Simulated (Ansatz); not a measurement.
**B2PLYP-D4/6-311G(d) (density fitting with def2-universal-jkfit, cc-pVDZ-rifit for correlation, damping of pbe) run of C2H3F3 (1,1,2-trifluoroethane)**

Aim: the vertical ionisation energy of C2H3F3 (1,1,2-trifluoroethane) at B2PLYP-D4/6-311G* (density fitting with def2-universal-jkfit, cc-pVDZ-rifit for correlation, damping of pbe), from 2 runs. 

The calculation is run with Ansatz 0.2.0.

3 further runs of the same task are left out: 1 that didn't finish, 2 set aside as unsound or not needed.

## 1. Starting point

C2H3F3: 8 atoms, total charge 0, spin state singlet. SMILES: `FCC(F)F`. The coordinates come from a PBE0-D4/def2-TZVP relaxation. This is one conformer, not always the lowest.

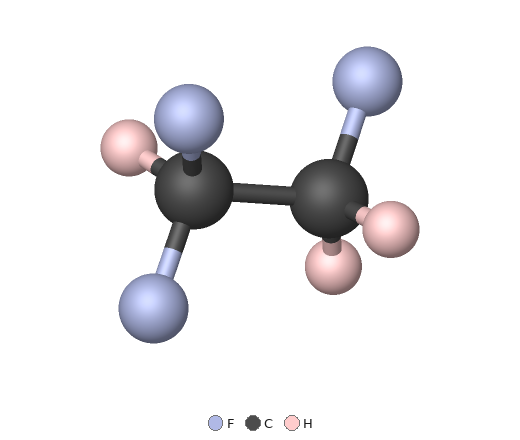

The structure, seen from a chosen angle (fluorine light blue, carbon dark grey, hydrogen pink).

## 2. Energy and forces at B2PLYP-D4/6-311G(d) (density fitting with def2-universal-jkfit, cc-pVDZ-rifit for correlation, damping of pbe)

Contents of in.yaml:

```yaml
basis:
  gaussian:
    orbitals: 6-311G_st_.json
    fitting:
      mean_field: def2-universal-jkfit
      correlation: cc-pVDZ-rifit.json
crystal:
  periodic: [false, false, false]
  atoms:
    - {symbol: F, position_ang: [-1.142800, -0.681000, 1.163100]}
    - {symbol: C, position_ang: [-0.188200, 0.195100, 0.711800]}
    - {symbol: C, position_ang: [0.172900, -0.152400, -0.711300]}
    - {symbol: F, position_ang: [0.824200, -1.335800, -0.756500]}
    - {symbol: F, position_ang: [1.011700, 0.803600, -1.182200]}
    - {symbol: H, position_ang: [0.701700, 0.118900, 1.342500]}
    - {symbol: H, position_ang: [-0.588500, 1.211500, 0.747300]}
    - {symbol: H, position_ang: [-0.698800, -0.217000, -1.370500]}
output:
  forces: true
  orbitals: {seedname: orbitals}
accuracy: high
correlation:
  electrons: all
hamiltonian:
  xc: {name: B2PLYP}
  dispersion: {method: d4, functional: pbe}
```

The basis set 6-311G* is read from a file made from the Basis Set Exchange's data (not shown).

Command:

```console
$ ansatz run in.yaml --threads 1 --pin off --max-ram 2610MiB --events-out events.jsonl --progress --plain --runs-dir runs
```

What it wrote:

```text
Warning: RAYON_NUM_THREADS=1 ignored (pool sized by the plan → 1); use --threads N
Functional definition: B2PLYP
  name "B2PLYP"
  parameter a = 0.53
  parameter c = 0.27
  exchange = (1 - a)*b88_x + a*exact_x
  correlation = (1 - c)*lyp_c + c*(mp2_os + mp2_ss)
435 factors; integrals over basis functions are off by at most 3.3e-1 eV
322 factors; integrals over basis functions are off by at most 8.7e-1 eV
mean field evaluation 1: about -10258.7021 eV, gradient 3.4e1 eV
mean field evaluation 2: about -10258.7008 eV, gradient 3.4e1 eV
mean field evaluation 4: about -10260.3443 eV, gradient 3.4e0 eV
mean field evaluation 8: about -10260.3641 eV, gradient 1.9e-2 eV
mean field evaluation 16: about -10260.3641 eV, gradient 2.4e-6 eV
mean field -10260.36414850 eV, -377.0614277329 hartree, gradient 2.8e-8 eV, S^2 0.000000; 0 other end points of the search recorded, 0 dependent functions left out
reference -10260.36416912 eV, -377.0614284905 hartree; 21, 21 occupied and 78, 78 virtual orbitals, 322 factors
second order -31.24894811 eV of doubles, -0.00000000 eV of singles
the calculation of the forces begins
Total energy: -10268.90389906 eV, -377.3752577773 hartree
Atom 0 at    -1.142800    -0.681000     1.163100 Å, force    -0.250239    -0.238455     0.115164 eV/Å
Atom 1 at    -0.188200     0.195100     0.711800 Å, force     0.270324     0.325699    -0.020899 eV/Å
Atom 2 at     0.172900    -0.152400    -0.711300 Å, force    -0.420940    -0.008475    -0.024875 eV/Å
Atom 3 at     0.824200    -1.335800    -0.756500 Å, force     0.134236    -0.324027     0.019050 eV/Å
Atom 4 at     1.011700     0.803600    -1.182200 Å, force     0.203012     0.294596    -0.116561 eV/Å
Atom 5 at     0.701700     0.118900     1.342500 Å, force    -0.055076     0.000375    -0.057361 eV/Å
Atom 6 at    -0.588500     1.211500     0.747300 Å, force     0.020931    -0.063436     0.010402 eV/Å
Atom 7 at    -0.698800    -0.217000    -1.370500 Å, force     0.097751     0.013722     0.075080 eV/Å
Dipole moment:    -0.120282     0.286849     0.036093 e Å
```

It took 19 s on 1 thread of AMD EPYC 7R43 (Zen 3), shared host.

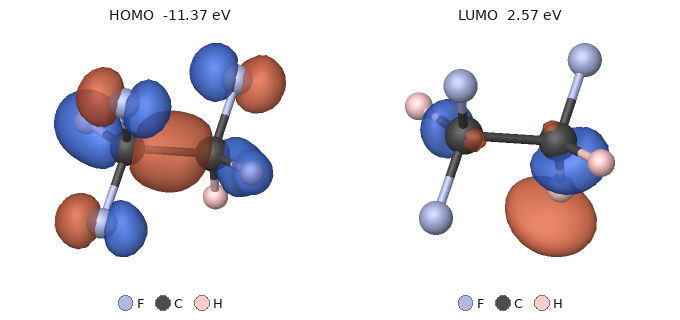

Frontier orbitals of this run, surfaces at ±0.2 Å^-3/2.

## 3. The doublet cation

Contents of in.yaml:

```yaml
crystal:
  periodic: [false, false, false]
  atoms:
    - {symbol: F, position_ang: [-1.142800, -0.681000, 1.163100]}
    - {symbol: C, position_ang: [-0.188200, 0.195100, 0.711800]}
    - {symbol: C, position_ang: [0.172900, -0.152400, -0.711300]}
    - {symbol: F, position_ang: [0.824200, -1.335800, -0.756500]}
    - {symbol: F, position_ang: [1.011700, 0.803600, -1.182200]}
    - {symbol: H, position_ang: [0.701700, 0.118900, 1.342500]}
    - {symbol: H, position_ang: [-0.588500, 1.211500, 0.747300]}
    - {symbol: H, position_ang: [-0.698800, -0.217000, -1.370500]}
basis:
  gaussian:
    orbitals: 6-311G_st_.json
    fitting:
      mean_field: def2-universal-jkfit
      correlation: cc-pVDZ-rifit.json
total_charge: 1
magnetization:
  spin_polarized: true
  initial_magnetization: 1
hamiltonian:
  xc: {name: B2PLYP}
  dispersion: {method: d4, functional: pbe}
correlation:
  electrons: all
accuracy: high
output:
  forces: true
  orbitals: {seedname: orbitals}
```

The basis set 6-311G* is read from a file made from the Basis Set Exchange's data (not shown).

Command:

```console
$ ansatz run in.yaml --threads 1 --pin off --max-ram 2610MiB --events-out events.jsonl --progress --plain --runs-dir runs
```

What it wrote:

```text
Warning: RAYON_NUM_THREADS=1 ignored (pool sized by the plan → 1); use --threads N
Functional definition: B2PLYP
  name "B2PLYP"
  parameter a = 0.53
  parameter c = 0.27
  exchange = (1 - a)*b88_x + a*exact_x
  correlation = (1 - c)*lyp_c + c*(mp2_os + mp2_ss)
435 factors; integrals over basis functions are off by at most 3.3e-1 eV
322 factors; integrals over basis functions are off by at most 8.7e-1 eV
mean field evaluation 1: about -10243.1962 eV, gradient 4.0e1 eV
mean field evaluation 2: about -10243.1951 eV, gradient 4.0e1 eV
mean field evaluation 4: about -10247.5645 eV, gradient 5.1e0 eV
mean field evaluation 8: about -10247.7007 eV, gradient 3.1e-1 eV
mean field evaluation 16: about -10247.7159 eV, gradient 1.4e-2 eV
mean field evaluation 32: about -10247.7159 eV, gradient 5.5e-7 eV
mean field -10247.71594408 eV, -376.5966147936 hartree, gradient 4.3e-8 eV, S^2 0.756815; 2 other end points of the search recorded, 0 dependent functions left out
reference -10247.71596347 eV, -376.5966155061 hartree; 21, 20 occupied and 78, 79 virtual orbitals, 322 factors
second order -32.64326366 eV of doubles, -0.00000000 eV of singles
the calculation of the forces begins
Total energy: -10256.61575974 eV, -376.9236769865 hartree
Atom 0 at    -1.142800    -0.681000     1.163100 Å, force     1.106993     0.779031    -0.645807 eV/Å
Atom 1 at    -0.188200     0.195100     0.711800 Å, force    -2.368881     0.533676     4.344444 eV/Å
Atom 2 at     0.172900    -0.152400    -0.711300 Å, force     4.239666    -1.209058    -4.116431 eV/Å
Atom 3 at     0.824200    -1.335800    -0.756500 Å, force    -1.032129     1.207094     0.323280 eV/Å
Atom 4 at     1.011700     0.803600    -1.182200 Å, force    -1.260153    -0.911958     0.859862 eV/Å
Atom 5 at     0.701700     0.118900     1.342500 Å, force     0.344782    -0.464385    -0.355202 eV/Å
Atom 6 at    -0.588500     1.211500     0.747300 Å, force    -0.191415    -0.052288    -0.513698 eV/Å
Atom 7 at    -0.698800    -0.217000    -1.370500 Å, force    -0.838864     0.117887     0.103552 eV/Å
Dipole moment:    -0.228899     0.385066     0.089473 e Å
```

It took 47 s on 1 thread of AMD EPYC 7R43 (Zen 3), shared host; peak memory 0.3 GiB.

## 4. Results

At B2PLYP-D4/6-311G* (density fitting with def2-universal-jkfit, cc-pVDZ-rifit for correlation, damping of pbe):

| quantity | value |
| --- | --- |
| singlet C2H3F3: total energy | -377.37526 Eh |
| singlet C2H3F3: dipole moment (SCF part) | 1.50 D |
| singlet C2H3F3: HOMO energy (SCF part's orbitals) | -11.37 eV |
| singlet C2H3F3: LUMO energy (SCF part's orbitals) | 2.57 eV |
| singlet C2H3F3: HOMO–LUMO gap (SCF part's orbitals) | 13.95 eV |
| singlet C2H3F3: dispersion energy | -9.89 kJ/mol |
| singlet C2H3F3: largest force on an atom | 0.424 eV/Å |
| doublet cation: total energy | -376.92368 Eh |
| doublet cation: HOMO energy (SCF part's orbitals) (highest over α and β) | -19.58 eV |
| doublet cation: LUMO energy (SCF part's orbitals) (lowest over α and β) | -13.93 eV |
| doublet cation: dispersion energy | -8.31 kJ/mol |
| doublet cation: ⟨S²⟩ | 0.757 |
| doublet cation: largest force on an atom | 6.032 eV/Å |
| vertical ionisation energy (to the doublet cation) | 12.288 eV |

**Reading.** The vertical ionisation energy comes to 12.29 eV (1186 kJ/mol). The largest force (singlet C2H3F3) is 0.42 eV/Å: the shape isn't a stationary point for this species at this level. The negative HOMO energy of the first species, 11.37 eV, lies 0.91 eV below that difference. Mulliken charges (singlet C2H3F3) run from -0.26 on F1 to +0.28 on C3; they depend strongly on the basis.
